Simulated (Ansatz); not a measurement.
The starting structures come from a database of crystals and need not be the phases stable at ambient conditions.

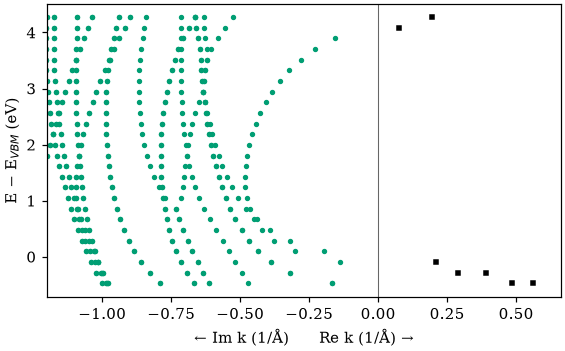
Figure. Complex bands at the centre of the two-dimensional zone; r2SCAN (Ansatz, a quantum-chemistry and plane-wave program)

The gap is the functional's own, uncorrected, and κ follows it; spin-orbit coupling is left out. Mid-gap values are interpolated between the computed energies.

Question: This is Na₂CO₃ (P6_3/mmc, not sure to be the ambient phase, 12 atoms a cell, 11.9 Å³ an atom) along the normal of (111). Read off the slowest decay at the centre of the two-dimensional zone at 2.00 eV, the computed energy nearest the middle of the gap.

Answer: κ ≈ 0.47 1/Å, a decay length 1/(2κ) of the density of 1.1 Å.
